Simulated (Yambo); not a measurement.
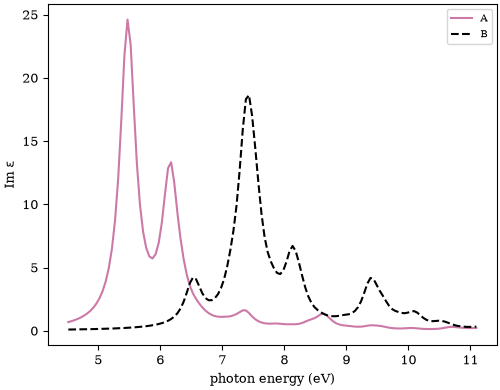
Figure. Two computed absorption spectra of BN (space group P6_3/mmc, No. 194) (Yambo, PBEsol bands with the same scissor, field along x)

Axes are Cartesian, with cell vectors (Å) (2.51, 0.00, 0.00), (-1.26, 2.18, 0.00), (0.00, 0.00, 7.71).

**Question.** Which curve includes the electron-hole attraction (BSE), and where are its main peaks?

**Answer.** Curve A: the attraction moves weight to lower energy (centre of the plotted range 6.1 eV against 7.8 eV). Its peaks lie at 5.5 eV, 6.2 eV. Settings: 9×9×2 mesh, 4 valence and 2 conduction bands, static screening with 22 bands and a 4 Ry block, scissor 1.89 eV, Tamm-Dancoff. The scissor comes from a G0W0 run whose convergence isn't established. Broadening 0.15 eV. The band window holds all transitions up to 11.1 eV. Fine structure above the onset can come from the mesh.

Geometry of the Materials Project entry, not relaxed at this level; primitive cell a = b = 2.5124 Å, c = 7.7073 Å, α = β = 90.00°, γ = 120.00°.

The distance between layers or molecules is the database entry's, not relaxed here. Functionals without dispersion can leave it too large, which widens gaps and weakens the response across layers: the numbers belong to this cell.
